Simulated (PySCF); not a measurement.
# Geometry relaxation of Si2H5O2 (part 2 of 2)

Continued. System: Si2H5O2, multiplicity 2. Method: PBE0-D3(BJ)/def2-SVP geometry optimisation, gas phase (PySCF 2.14.0). 

Geometry of the input (Å):
```
Si 1.0265  -0.5514  0.1680
Si -1.4111  0.0280  -0.0874
O  1.5085  1.0217  0.2135
O  1.2982  -1.4272  -1.0312
H  1.0011  -0.8648  1.5699
H  -2.0984  -1.2438  -0.0366
H  -1.7312  0.8918  1.0444
H  -1.5668  0.7368  -1.3566
H  2.0174  1.3858  -0.4925
```

## Trajectory as extended XYZ, continued
```
9
Properties=species:S:1:pos:R:3:forces:R:3 step=16 energy=-19912.86441
Si    1.0583   -0.0766    0.8043    0.4472   0.3962  -0.0887
Si   -1.5041   -0.2404   -0.5064   -0.1783   0.0029   0.1655
O     2.3605    0.8248    0.2990    0.0037   0.0184  -0.1138
O     0.1481   -0.5611   -0.5371   -0.0537  -0.0358   0.3217
H     1.7654   -1.1135    1.6269   -0.2400  -0.3155  -0.2192
H    -2.3131   -1.4690   -0.2715    0.0885  -0.1099  -0.1092
H    -1.6663    0.6532    0.6684   -0.2894   0.1773   0.1312
H    -2.0340    0.4694   -1.7077    0.2822  -0.1118  -0.1297
H     2.2294    1.4899   -0.3844   -0.0602  -0.0217   0.0423
9
Properties=species:S:1:pos:R:3:forces:R:3 step=17 energy=-19912.88676
Si    1.1644   -0.0168    0.7913   -0.9653   0.0242   0.0257
Si   -1.5309   -0.2299   -0.4275   -0.9874   0.2542  -0.0812
O     2.4448    0.8447    0.1991    0.2852  -0.3435  -0.1224
O     0.0720   -0.4652   -0.4169    2.1927  -0.0634   0.2176
H     1.5166   -1.2902    1.4922    0.5259   0.0652  -0.1212
H    -2.2012   -1.5345   -0.2093   -0.2945  -0.0519  -0.1029
H    -1.7651    0.6925    0.7026   -0.5024   0.2245   0.2623
H    -1.8984    0.4365   -1.7043   -0.2428  -0.0975  -0.1053
H     2.2421    1.5397   -0.4357   -0.0115  -0.0118   0.0274
9
Properties=species:S:1:pos:R:3:forces:R:3 step=18 energy=-19913.03870
Si    1.1500   -0.0238    0.7976   -0.3589  -0.0915   0.1432
Si   -1.5544   -0.2193   -0.4260    0.1475   0.0072  -0.1052
O     2.4513    0.8168    0.2224    0.1951  -0.0907  -0.1821
O     0.0944   -0.4874   -0.4245    0.2909   0.1965   0.2784
H     1.6677   -1.2436    1.4877    0.1634  -0.0245  -0.0515
H    -2.2403   -1.5249   -0.2388   -0.1641  -0.0007  -0.0830
H    -1.8774    0.7022    0.6990   -0.1547   0.0316   0.0840
H    -1.9111    0.4484   -1.7067   -0.1376  -0.0926  -0.0756
H     2.2641    1.5083   -0.4192    0.0183   0.0647  -0.0083
9
Properties=species:S:1:pos:R:3:forces:R:3 step=19 energy=-19913.05040
Si    1.1776    0.0021    0.8815    0.3488  -0.2845  -0.3855
Si   -1.5859   -0.2165   -0.4465    0.1038   0.2775   0.4638
O     2.5033    0.7396    0.2014   -0.1023   0.1877  -0.0450
O     0.0798   -0.3970   -0.3236   -0.3709   0.0224   0.0313
H     1.8373   -1.2321    1.4192   -0.2491  -0.0853   0.1800
H    -2.3221   -1.5082   -0.3068    0.1722  -0.0398  -0.0406
H    -1.9747    0.6872    0.6918   -0.1307  -0.0923  -0.1279
H    -2.0067    0.4343   -1.7209    0.2098  -0.0632  -0.0651
H     2.3358    1.4674   -0.4046    0.0185   0.0775  -0.0111
9
Properties=species:S:1:pos:R:3:forces:R:3 step=20 energy=-19913.10619
Si    1.2113   -0.0043    0.8415    0.0115  -0.2086  -0.0502
Si   -1.5863   -0.2077   -0.4101   -0.0412   0.1538   0.0862
O     2.5244    0.7540    0.1661   -0.0418  -0.0086  -0.0961
O     0.0701   -0.3984   -0.3175   -0.0979   0.1339   0.0953
H     1.7584   -1.2812    1.4028    0.0249   0.0402   0.0623
H    -2.2885   -1.5158   -0.2681    0.0697  -0.0247  -0.0279
H    -2.0346    0.7045    0.6941   -0.0006  -0.0667  -0.0523
H    -1.9528    0.4186   -1.7125    0.0512  -0.0522  -0.0338
H     2.3423    1.5071   -0.4048    0.0241   0.0329   0.0165
9
Properties=species:S:1:pos:R:3:forces:R:3 step=21 energy=-19913.11827
Si    1.2411   -0.0031    0.8457   -0.0030  -0.2968  -0.1595
Si   -1.6093   -0.1865   -0.3781    0.0107  -0.0366  -0.1628
O     2.5429    0.7121    0.1055   -0.0407   0.1136  -0.0720
O     0.0437   -0.3656   -0.2637   -0.0559   0.2360   0.2358
H     1.7854   -1.3030    1.3489    0.0195   0.0205   0.1295
H    -2.2668   -1.5194   -0.2667   -0.0103  -0.0120   0.0127
H    -2.1378    0.7122    0.6965    0.0703  -0.0239  -0.0011
H    -1.9211    0.4102   -1.7085   -0.0341   0.0015   0.0043
H     2.3662    1.5198   -0.3881    0.0435  -0.0022   0.0132
9
Properties=species:S:1:pos:R:3:forces:R:3 step=22 energy=-19913.11859
Si    1.3146   -0.0261    0.8452   -0.0191   0.0852   0.1865
Si   -1.6442   -0.1636   -0.3593    0.7829  -0.1643   0.0246
O     2.5665    0.6840    0.0159    0.0555  -0.0193  -0.0403
O     0.0259   -0.2960   -0.1551   -0.9944   0.0740  -0.2724
H     1.8057   -1.3543    1.3330    0.1361   0.0417  -0.0453
H    -2.2666   -1.5157   -0.2905    0.0179  -0.0272   0.0241
H    -2.2248    0.6955    0.7118   -0.0061   0.0624   0.0157
H    -1.9263    0.4199   -1.7030    0.0327   0.0447   0.0432
H     2.3935    1.5331   -0.4064   -0.0054  -0.0971   0.0638
9
Properties=species:S:1:pos:R:3:forces:R:3 step=23 energy=-19913.13408
Si    1.2814   -0.0177    0.8561   -0.0421  -0.0427  -0.1406
Si   -1.6226   -0.1745   -0.3710    0.0218  -0.0579  -0.0498
O     2.5454    0.6888    0.0407    0.0174  -0.0150   0.0499
O     0.0240   -0.3146   -0.1958   -0.0335   0.0618   0.0846
H     1.8064   -1.3318    1.3487    0.0463   0.0401   0.0067
H    -2.2604   -1.5202   -0.2878    0.0074  -0.0080   0.0109
H    -2.1795    0.6987    0.7048   -0.0188   0.0263   0.0103
H    -1.9227    0.4209   -1.7050    0.0081   0.0178   0.0114
H     2.3723    1.5274   -0.3990   -0.0066  -0.0222   0.0166
9
Properties=species:S:1:pos:R:3:forces:R:3 step=24 energy=-19913.13619
Si    1.2868   -0.0129    0.8535   -0.0415  -0.0804  -0.0914
Si   -1.6332   -0.1771   -0.3691    0.0821  -0.0218  -0.0093
O     2.5548    0.6811    0.0352    0.0075   0.0116   0.0149
O     0.0145   -0.3029   -0.1808   -0.0686   0.0570   0.0622
H     1.8207   -1.3271    1.3334    0.0129   0.0154   0.0274
H    -2.2608   -1.5281   -0.2880    0.0126   0.0008   0.0083
H    -2.2073    0.6967    0.6999   -0.0031  -0.0018  -0.0106
H    -1.9229    0.4170   -1.7055   -0.0024   0.0100   0.0034
H     2.3918    1.5299   -0.3871    0.0004   0.0092  -0.0048
9
Properties=species:S:1:pos:R:3:forces:R:3 step=25 energy=-19913.13770
Si    1.2970   -0.0127    0.8530   -0.0380  -0.0323  -0.0334
Si   -1.6401   -0.1774   -0.3666    0.0699  -0.0053   0.0151
O     2.5587    0.6751    0.0202    0.0124   0.0037   0.0051
O     0.0048   -0.2849   -0.1576   -0.0457   0.0235   0.0236
H     1.8319   -1.3283    1.3267    0.0010  -0.0007   0.0083
H    -2.2516   -1.5361   -0.2928    0.0074   0.0015   0.0010
H    -2.2377    0.6887    0.6961   -0.0021  -0.0052  -0.0108
H    -1.9207    0.4183   -1.7043   -0.0016   0.0020  -0.0003
H     2.4019    1.5341   -0.3832   -0.0033   0.0128  -0.0086
9
Properties=species:S:1:pos:R:3:forces:R:3 step=26 energy=-19913.13816
Si    1.3023   -0.0112    0.8543   -0.0222  -0.0070  -0.0041
Si   -1.6415   -0.1784   -0.3651    0.0139   0.0009   0.0122
O     2.5597    0.6748    0.0130    0.0078  -0.0001   0.0023
O    -0.0001   -0.2735   -0.1433    0.0012   0.0093   0.0055
H     1.8350   -1.3295    1.3229    0.0015  -0.0022  -0.0019
H    -2.2417   -1.5423   -0.2969    0.0026  -0.0006  -0.0026
H    -2.2557    0.6811    0.6931   -0.0016  -0.0031  -0.0051
H    -1.9177    0.4183   -1.7034    0.0005  -0.0023  -0.0019
H     2.4040    1.5376   -0.3831   -0.0037   0.0051  -0.0045
9
Properties=species:S:1:pos:R:3:forces:R:3 step=27 energy=-19913.13828
Si    1.3038   -0.0095    0.8569   -0.0008   0.0015   0.0072
Si   -1.6414   -0.1799   -0.3648   -0.0034  -0.0008   0.0036
O     2.5588    0.6775    0.0121    0.0032   0.0025   0.0025
O    -0.0014   -0.2683   -0.1363    0.0046   0.0042  -0.0039
H     1.8380   -1.3289    1.3214   -0.0003  -0.0018  -0.0032
H    -2.2350   -1.5468   -0.3012    0.0000  -0.0014  -0.0027
H    -2.2652    0.6752    0.6909   -0.0008  -0.0010  -0.0004
H    -1.9142    0.4175   -1.7035    0.0001  -0.0031  -0.0017
H     2.4010    1.5401   -0.3837   -0.0026  -0.0002  -0.0014
```

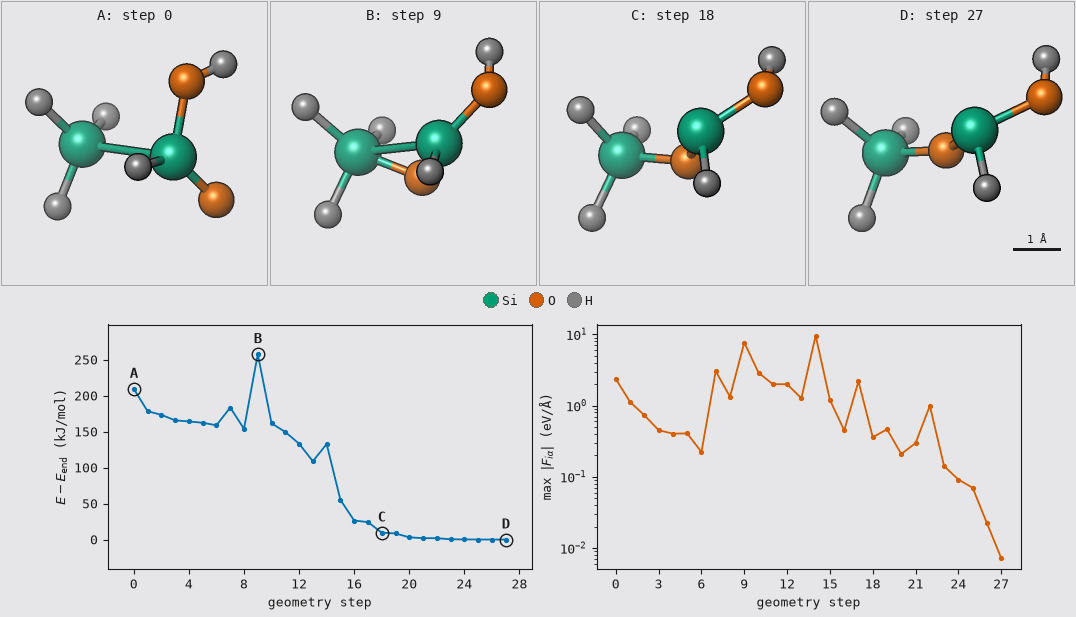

Fig. 1: Frames of the relaxation (ball-and-stick view, seen at a tilt) above the curves, on which the letters mark them (steps are counted from 0).

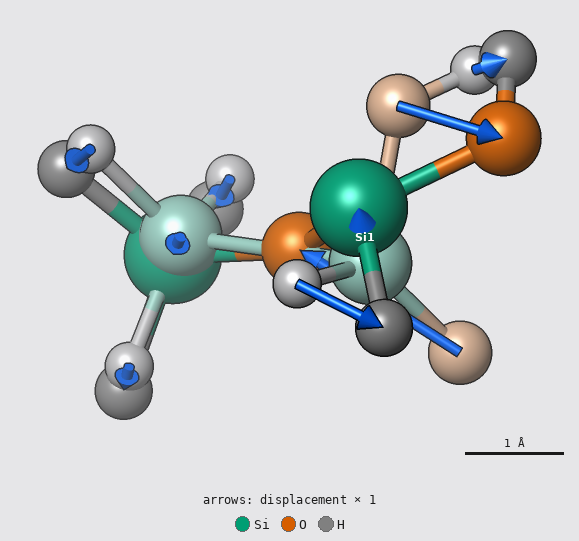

Fig. 2: Start (faint) and end (solid) with the displacements as blue arrows, at true length (ball-and-stick view, seen at a tilt). The two geometries are laid on each other by the best rigid fit. The energy falls by 209.5 kJ/mol in 27 geometry steps. The largest force component goes from 2.4 to 0.0072 eV/Å. O4 moves most after the best rigid fit: 1.97 Å. By element the largest moves are O 1.97 Å, H 1.03 Å, Si 0.87 Å. Distances before and after: Si2–O4 3.217 → 1.658 Å, Si1–Si2 2.518 → 3.193 Å, Si1–O4 1.510 → 1.660 Å, Si1–H5 1.437 → 1.497 Å. New bonds form: Si2–O4 (3.22 → 1.66 Å). Among the angles that change: O4–Si1–H5 130.7° → 109.2°, O3–Si1–O4 121.6° → 110.7°, H6–Si2–H8 114.0° → 109.4°. (Atoms are counted from 1 in the order of the input.)

## Results in brief

```csv
quantity,value
outcome,converged
total energy,−731.794340 hartree
⟨S²⟩,0.752
dipole moment,1.59 D
point group,C1
hardware,"1 CPU thread, shared host"
wall time,3 min
peak memory,0.46 GiB
```
